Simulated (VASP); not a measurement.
# Lattice of ZrC across functionals and dispersion corrections

Which functional gives the lattice of ZrC as experiment finds it, and is a dearer one worth its cost? The levels: PBE, LDA, r2SCAN and PBE + D3(BJ). The start is a cell from a database of measured crystal structures.

Program: VASP 6.6.1. Level of theory: PBE; plane waves and PAW (Zr_sv, C), in the first sound run; inputs show where later runs differ. Results are calculated unless marked as measured.

### Step 1. Starting point

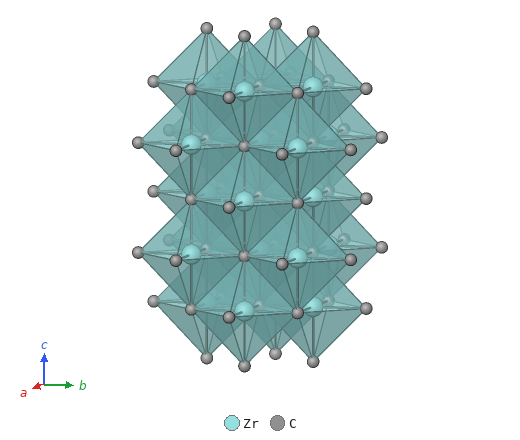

Start, viewed slightly off an axis; zirconium light teal, carbon grey. 1×1×2 cells are drawn. This picture shows the conventional cell, with its axes. Some periodic images of atoms are drawn too.

Structure file:

```cif
data_structure
_symmetry_space_group_name_H-M 'P 1'
_symmetry_Int_Tables_number 1
_cell_length_a 3.3237
_cell_length_b 3.3237
_cell_length_c 3.3237
_cell_angle_alpha 60.000
_cell_angle_beta 60.000
_cell_angle_gamma 60.000
_cell_volume 25.96
loop_
_atom_site_label
_atom_site_type_symbol
_atom_site_fract_x
_atom_site_fract_y
_atom_site_fract_z
_atom_site_occupancy
Zr1 Zr 0.50000 0.50000 0.50000 1
C2 C 0.00000 0.00000 0.00000 1
```

### Step 2. Relaxation with PBE

The start need not lie at this functional's minimum. ISIF = 3 frees volume, shape and positions, and EDIFFG sets the threshold on forces and stress at which the search stops. PBE, the usual starting point, adds the gradient of the density.

INCAR reads:

```
SYSTEM = ZrC
PREC = Accurate
ENCUT = 560
EDIFF = 1E-06
NELM = 100
ISMEAR = -1
SIGMA = 0.05
LREAL = .FALSE.
ALGO = Normal
GGA = PE
NBANDS = 14
LASPH = .TRUE.
LORBIT = 11
LWAVE = .FALSE.
LCHARG = .FALSE.
KPAR = 2
IBRION = 2
NSW = 60
ISIF = 3
EDIFFG = -0.01
```

POSCAR reads:

```
ZrC
1.0
    0.0000000000      2.3502110000      2.3502110000
    2.3502110000      0.0000000000      2.3502110000
    2.3502110000      2.3502110000      0.0000000000
Zr C
1 1
Direct
    0.5000000000      0.5000000000      0.5000000000
    0.0000000000      0.0000000000      0.0000000000
```

KPOINTS reads:

```
Automatic mesh
0
Gamma
7 7 7
0 0 0
```

PAW data sets: Zr_sv and C (PBE family, release 64).

Run with:

```sh
> mpirun -np 2 vasp_std
```

What it wrote:

```text
[banner, memory and clock lines left out]
running    2 mpi-ranks, on    1 nodes
 distrk:  each k-point on    1 cores,    2 groups
 distr:  one band on    1 cores,    1 groups

 POSCAR found type information on POSCAR ZrC
 POSCAR found :  2 types and       2 ions
 LDA part: xc-table for (Slater+PW92), standard interpolation
 POSCAR, INCAR and KPOINTS ok, starting setup
 FFT: planning ... GRIDC
 FFT: planning ... GRID_SOFT
 FFT: planning ... GRID
 WAVECAR not read
 entering main loop
       N       E                     dE             d eps       ncg     rms          rms(c)
DAV:   1     0.108402123297E+03    0.10840E+03   -0.90691E+03   560   0.122E+03
DAV:   2    -0.162057649351E+02   -0.12461E+03   -0.11682E+03   698   0.313E+02
DAV:   3    -0.227646806909E+02   -0.65589E+01   -0.65134E+01   954   0.621E+01
DAV:   4    -0.229256830936E+02   -0.16100E+00   -0.16091E+00   662   0.613E+00
DAV:   5    -0.229268795905E+02   -0.11965E-02   -0.11965E-02   756   0.596E-01    0.204E+01
DAV:   6    -0.195753583938E+02    0.33515E+01   -0.79790E+00   656   0.244E+01    0.722E+00
DAV:   7    -0.194713768006E+02    0.10398E+00   -0.65038E-01   614   0.621E+00    0.615E+00
DAV:   8    -0.194853577406E+02   -0.13981E-01   -0.31578E-01   664   0.455E+00    0.447E+00
DAV:   9    -0.194572822470E+02    0.28075E-01   -0.74130E-02   620   0.206E+00    0.297E-01
DAV:  10    -0.194580774685E+02   -0.79522E-03   -0.34731E-03   736   0.573E-01    0.528E-01
DAV:  11    -0.194577089518E+02    0.36852E-03   -0.11819E-03   644   0.292E-01    0.508E-02
DAV:  12    -0.194577054919E+02    0.34600E-05   -0.22097E-05   710   0.349E-02    0.992E-03
DAV:  13    -0.194577046974E+02    0.79448E-06   -0.90839E-07   476   0.768E-03
   1 F= -.19457705E+02 E0= -.19455870E+02  d E =-.194577E+02
 curvature:   0.00 expect dE= 0.000E+00 dE for cont linesearch  0.000E+00
 trial: gam= 0.00000 g(F)=  0.624E-59 g(S)=  0.362E-02 ort = 0.000E+00 (trialstep = 0.100E+01)
 search vector abs. value=  0.362E-02
 bond charge predicted
       N       E                     dE             d eps       ncg     rms          rms(c)
DAV:   1    -0.194814475109E+02   -0.23742E-01   -0.82332E-01   614   0.932E+00    0.199E+00
DAV:   2    -0.194599213689E+02    0.21526E-01   -0.52515E-02   662   0.260E+00    0.573E-01
DAV:   3    -0.194556436605E+02    0.42777E-02   -0.19658E-02   836   0.102E+00    0.150E-01
DAV:   4    -0.194560919999E+02   -0.44834E-03   -0.10785E-03   946   0.239E-01    0.170E-01
DAV:   5    -0.194564958440E+02   -0.40384E-03   -0.23813E-04   916   0.955E-02    0.404E-02
DAV:   6    -0.194565781305E+02   -0.82286E-04   -0.19945E-04   874   0.855E-02    0.142E-02
DAV:   7    -0.194565782655E+02   -0.13502E-06   -0.39564E-06   582   0.200E-02
   2 F= -.19456578E+02 E0= -.19454616E+02  d E =0.112643E-02
 trial-energy change:    0.001126  1 .order    0.001070   -0.003620    0.005760
 step:   0.3774(harm=  0.3859)  dis= 0.00000  next Energy=   -19.458385 (dE=-0.680E-03)
 bond charge predicted
       N       E                     dE             d eps       ncg     rms          rms(c)
DAV:   1    -0.194681369167E+02   -0.11559E-01   -0.32096E-01   614   0.579E+00    0.125E+00
DAV:   2    -0.194595709371E+02    0.85660E-02   -0.19154E-02   650   0.158E+00    0.355E-01
DAV:   3    -0.194579601746E+02    0.16108E-02   -0.81204E-03   838   0.656E-01    0.106E-01
DAV:   4    -0.194581593453E+02   -0.19917E-03   -0.34251E-04   920   0.133E-01    0.106E-01
DAV:   5    -0.194583535792E+02   -0.19423E-03   -0.13128E-04   904   0.680E-02    0.152E-02
DAV:   6    -0.194583795893E+02   -0.26010E-04   -0.52317E-05   934   0.470E-02    0.883E-03
DAV:   7    -0.194583813807E+02   -0.17914E-05   -0.11819E-06   466   0.124E-02    0.129E-03
DAV:   8    -0.194583815974E+02   -0.21673E-06   -0.66997E-08   352   0.289E-03
   3 F= -.19458382E+02 E0= -.19456498E+02  d E =-.676900E-03
 curvature:  -0.19 expect dE=-0.105E-07 dE for cont linesearch -0.105E-07
 trial: gam=-0.00386 g(F)=  0.120E-60 g(S)=  0.545E-07 ort = 0.140E-04 (trialstep = 0.875E+00)
 search vector abs. value=  0.101E-09
 reached required accuracy - stopping structural energy minimisation
```

Wall time 14 s (2 MPI ranks of Intel Xeon Platinum 8375C at 2.90GHz (Ice Lake), shared host); peak memory 0.3 GiB; 27 s of CPU time.

Lines that name or quote the potential files are left out of all logs, and their timing lines are given in words.

OUTCAR, selected parts (step 2):

```text
ion  position               nearest neighbor table
   1  0.500  0.500  0.500-   2 2.35   2 2.35   2 2.35   2 2.35   2 2.35   2 2.35
   2  0.000  0.000  0.000-   1 2.35   1 2.35   1 2.35   1 2.35   1 2.35   1 2.35

  LATTYP: Found a face centered cubic cell.
 ALAT       =     4.7004220000

 Subroutine GETGRP returns: Found 48 space group operations
 (whereof 48 operations were pure point group operations)

The static configuration has the point symmetry O_h .

 Found     20 irreducible k-points:

   k-points           NKPTS =     20   k-points in BZ     NKDIM =     20   number of bands    NBANDS=     14

   dimension x,y,z NGX =    28 NGY =   28 NGZ =   28
   dimension x,y,z NGXF=    56 NGYF=   56 NGZF=   56

   ENCUT  =  560.0 eV  41.16 Ry    6.42 a.u.   6.41  6.41  6.41*2*pi/ulx,y,z

   NELECT =      16.0000    total number of electrons

 k-points in reciprocal lattice and weights: Automatic mesh
   0.00000000  0.00000000  0.00000000       0.003
   0.14285714  0.00000000  0.00000000       0.023
   0.28571429  0.00000000  0.00000000       0.023
   0.42857143  0.00000000  0.00000000       0.023
   0.14285714  0.14285714  0.00000000       0.017
   0.28571429  0.14285714  0.00000000       0.070
   0.42857143  0.14285714  0.00000000       0.070
  -0.42857143  0.14285714  0.00000000       0.070
  -0.28571429  0.14285714  0.00000000       0.070
[...]
-0.42857143  0.42857143  0.14285714       0.070
  -0.28571429  0.42857143  0.14285714       0.070

 average (electrostatic) potential at core
       1 -73.3716       2 -44.1214

 E-fermi :   9.4961

 k-point     1 :       0.0000    0.0000    0.0000
  band No.  band energies     occupation
      1     -38.5870      2.00000
      2     -16.3016      2.00000
      3     -16.3016      2.00000
      4     -16.3016      2.00000
      5      -1.7390      2.00000
      6      10.4804      0.00000
      7      10.4804      0.00000
      8      10.4804      0.00000
      9      10.6342      0.00000
     10      10.6342      0.00000
    ...

 k-point     2 :       0.1429    0.0000    0.0000
  band No.  band energies     occupation
    ...
      4     -16.3164      2.00000
      5      -1.2945      2.00000
      6       8.5083      2.00000
      7       8.9451      1.99997
      8       8.9451      1.99997
      9      11.2381      0.00000
     10      11.2381      0.00000
     11      11.6929      0.00000
     12      14.2063      0.00000
     13      14.2063      0.00000
    ...

 k-point     3 :       0.2857    0.0000    0.0000
  band No.  band energies     occupation
    ...
      4     -16.3493      2.00000
      5      -0.1738      2.00000
      6       6.2855      2.00000
      7       7.4940      2.00000
      8       7.4940      2.00000
      9      12.4422      0.00000
     10      12.4422      0.00000
     11      12.5822      0.00000
     12      16.9616      0.00000
     13      16.9616      0.00000
    ...

  Total        0.0008677      0.0008677      0.0008677     -0.0000000      0.0000000     -0.0000000
  in kB        0.0532180      0.0532180      0.0532180     -0.0000000      0.0000000     -0.0000000
  external PRESSURE =       0.0532180 kB  Pullay stress =       0.0000000 kB

  energy-cutoff  :      560.00
  volume of cell :       26.12
      direct lattice vectors                 reciprocal lattice vectors
     0.000000000  2.354996736  2.354996736    -0.212314519  0.212314519  0.212314519
     2.354996736  0.000000000  2.354996736     0.212314519 -0.212314519  0.212314519
     2.354996736  2.354996736 -0.000000000     0.212314519  0.212314519 -0.212314519

 POSITION                                       TOTAL-FORCE (eV/Angst)
 -----------------------------------------------------------------------------------
      2.35500      2.35500      2.35500         0.000000      0.000000      0.000000
      0.00000      0.00000      0.00000        -0.000000      0.000000     -0.000000
 -----------------------------------------------------------------------------------
    total drift:                                0.000000      0.000000      0.000000

  FREE ENERGIE OF THE ION-ELECTRON SYSTEM (eV)
  ---------------------------------------------------
  free  energy   TOTEN  =       -19.4583815974 eV

  energy  without entropy=      -19.4546137803  energy(sigma->0) =      -19.45649769

 reached required accuracy - stopping structural energy minimisation

 total charge
# of ion       s       p       d       tot
------------------------------------------
    1        2.173   6.041   1.619   9.833
    2        0.884   1.473   0.000   2.356
--------------------------------------------------
tot          3.057   7.514   1.619  12.190

[... 3 further parts left out ...]
```

The k-mesh is coarse for a metal. The run keeps the 48 symmetry operations of its start, so it cannot find a distortion of lower symmetry.

Step by step:

```csv
step,energy less that of the first step (eV),largest force (eV/Å),pressure (GPa),volume (Å³)
1,0.0000,0.0000,1.38,25.96
2,0.0011,0.0000,-2.16,26.39
3,-0.0007,0.0000,0.01,26.12
```

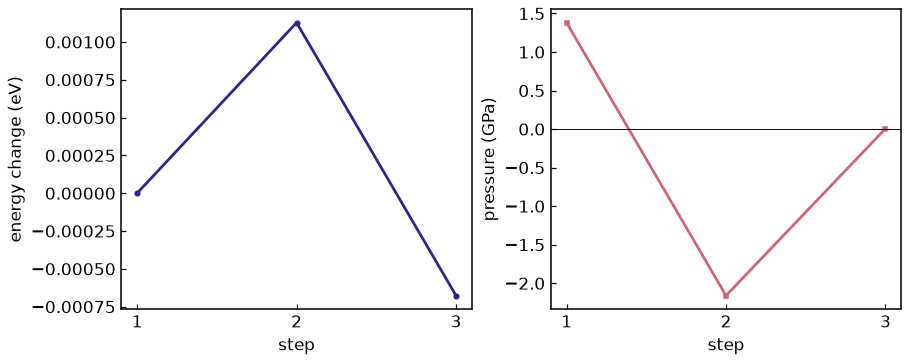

Energy and pressure along the relaxation.

```csv
"conventional cell, symmetrised",before,after,change
a (Å),4.700,4.710,+0.2 %
b (Å),4.700,4.710,+0.2 %
c (Å),4.700,4.710,+0.2 %
volume (Å³/atom),12.98,13.06,+0.6 %
```

Final coordinates:

```xyz
2
Lattice="0.0000 2.3550 2.3550 2.3550 0.0000 2.3550 2.3550 2.3550 0.0000" Properties=species:S:1:pos:R:3 pbc="T T T"
Zr    2.3550    2.3550    2.3550
C     0.0000    0.0000    0.0000
```

This step gave:

```yaml
electrons: 16
bands: 14
irreducible_k_points: 20
symmetry_operations: 48
free_energy_toten: -19.46 eV
energy_at_zero_smearing: -19.46 eV
fermi_energy: 9.496 eV
pressure: 0.005322 GPa
metallic: yes
scf_cycles_over_all_ionic_steps: 28
```

It ends with forces that vanish by symmetry and a pressure of 0.01 GPa. The volume lies +0.6 % from that of the database's start. The conventional cell has a = 4.710 Å.

(Part 1 of 3 ends here.)

[Lines on the potential files, build, host, timing and source positions are cut from VASP's logs without a mark.]

[Logs are printed without paths, hosts, clocks, repeated set-up lines and the standing remarks that a program may print on its own settings, such as how far it seeks lower states.]

[Hosts, paths, dates, database ids (printed as entryN), source tags and the programs' standing remarks are cut or masked in the printed files.]

[A measured line is paired with the nearest computed mode of its activity, which favours agreement.]
